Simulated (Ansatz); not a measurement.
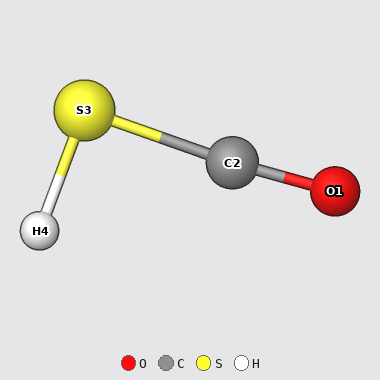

The system is CHOS, SMILES O=[C+]S, charge +1; the picture shows the reference structure. First axis: bond length S3–H4. Second axis: angle C2–S3–H4. Nothing is relaxed (all other coordinates rigid). Grid: 15 × 15 points. Points are written as (first, second). Energies are in kcal/mol, from the lowest grid point. These are results of RKS B3LYP-D4/def2-TZVP (Ansatz 0.2.0), not measurements.

Its coordinates:

```yaml
atoms:
  - { symbol: O, position_ang: [0.1295, -0.3783, 1.6704] }
  - { symbol: C, position_ang: [0.1955, -0.2380, 0.5587] }
  - { symbol: S, position_ang: [0.3833, -0.0981, -1.0766] }
  - { symbol: H, position_ang: [-0.7083, 0.7144, -1.1525] }
```

Range: bond length S3–H4 from 1.145 to 1.772 Å; angle C2–S3–H4 from 45.8 to 135.8°.

**What will the energy surface look like?**

The lowest grid point is at (1.369 Å, 90.8°). It is the only kind of minimum in the scanned range. The highest grid point, (1.145 Å, 45.8°), lies 76.1 kcal/mol above the lowest. Round the minimum the two coordinates are nearly uncoupled.

| angle C2–S3–H4 ↓, bond length S3–H4 → | 1.145 | 1.190 | 1.234 | 1.279 | 1.324 | 1.369 | 1.413 | 1.458 | 1.503 | 1.548 | 1.593 | 1.637 | 1.682 | 1.727 | 1.772 |
| --- | --- | --- | --- | --- | --- | --- | --- | --- | --- | --- | --- | --- | --- | --- | --- |
| 135.8 | 51.7 | 43.4 | 37.7 | 34.0 | 32.0 | 31.2 | 31.4 | 32.5 | 34.1 | 36.2 | 38.6 | 41.2 | 44.0 | 46.8 | 49.8 |
| 129.4 | 43.9 | 35.6 | 30.1 | 26.4 | 24.5 | 23.8 | 24.1 | 25.2 | 27.0 | 29.2 | 31.7 | 34.5 | 37.4 | 40.5 | 43.6 |
| 123.0 | 36.9 | 28.7 | 23.2 | 19.6 | 17.7 | 17.1 | 17.5 | 18.8 | 20.6 | 22.9 | 25.6 | 28.5 | 31.6 | 34.8 | 38.1 |
| 116.5 | 30.7 | 22.5 | 17.1 | 13.6 | 11.8 | 11.2 | 11.8 | 13.1 | 15.1 | 17.5 | 20.3 | 23.3 | 26.6 | 29.9 | 33.3 |
| 110.1 | 25.7 | 17.6 | 12.2 | 8.8 | 7.0 | 6.5 | 7.1 | 8.5 | 10.6 | 13.1 | 16.0 | 19.1 | 22.5 | 26.0 | 29.5 |
| 103.7 | 22.0 | 13.9 | 8.6 | 5.1 | 3.4 | 3.0 | 3.6 | 5.1 | 7.2 | 9.8 | 12.8 | 16.0 | 19.4 | 22.9 | 26.5 |
| 97.3 | 19.8 | 11.7 | 6.3 | 2.9 | 1.2 | 0.8 | 1.4 | 2.9 | 5.0 | 7.7 | 10.7 | 13.9 | 17.3 | 20.9 | 24.6 |
| 90.8 | 19.2 | 11.1 | 5.6 | 2.2 | 0.4 | 0.0 | 0.6 | 2.1 | 4.2 | 6.8 | 9.8 | 13.0 | 16.4 | 20.0 | 23.6 |
| 84.4 | 20.4 | 12.2 | 6.7 | 3.2 | 1.3 | 0.8 | 1.3 | 2.7 | 4.7 | 7.3 | 10.2 | 13.3 | 16.7 | 20.3 | 23.8 |
| 78.0 | 23.6 | 15.2 | 9.6 | 6.0 | 4.0 | 3.3 | 3.7 | 4.9 | 6.8 | 9.2 | 12.0 | 15.0 | 18.3 | 21.7 | 25.2 |
| 71.5 | 29.0 | 20.5 | 14.7 | 10.8 | 8.6 | 7.7 | 7.9 | 8.9 | 10.6 | 12.8 | 15.4 | 18.2 | 21.3 | 24.5 | 27.9 |
| 65.1 | 36.7 | 27.9 | 21.8 | 17.7 | 15.1 | 14.0 | 13.8 | 14.5 | 15.9 | 17.8 | 20.1 | 22.7 | 25.5 | 28.5 | 31.6 |
| 58.7 | 46.8 | 37.7 | 31.2 | 26.6 | 23.7 | 22.1 | 21.5 | 21.8 | 22.7 | 24.2 | 26.1 | 28.3 | 30.8 | 33.5 | 36.3 |
| 52.3 | 59.6 | 50.0 | 43.1 | 38.0 | 34.5 | 32.3 | 31.1 | 30.8 | 31.1 | 32.0 | 33.3 | 34.9 | 36.9 | 39.2 | 41.6 |
| 45.8 | 76.1 | 66.1 | 58.7 | 52.9 | 48.7 | 45.8 | 43.8 | 42.6 | 42.0 | 42.0 | 42.5 | 43.3 | 44.5 | 46.0 | 47.7 |

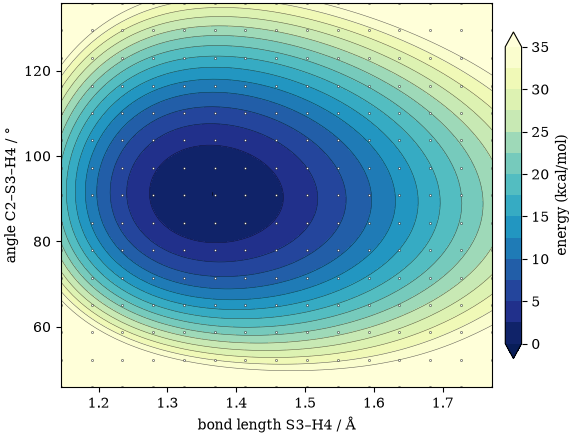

In the figure: filled contours, dots at the grid points, one colour for all values above the top of the scale. Between grid points the surface is interpolated.

The whole map (225 points run) took 4.6 min on 1 thread of Intel(R) Xeon(R) 6975P-C (Granite Rapids), with other jobs on the host.
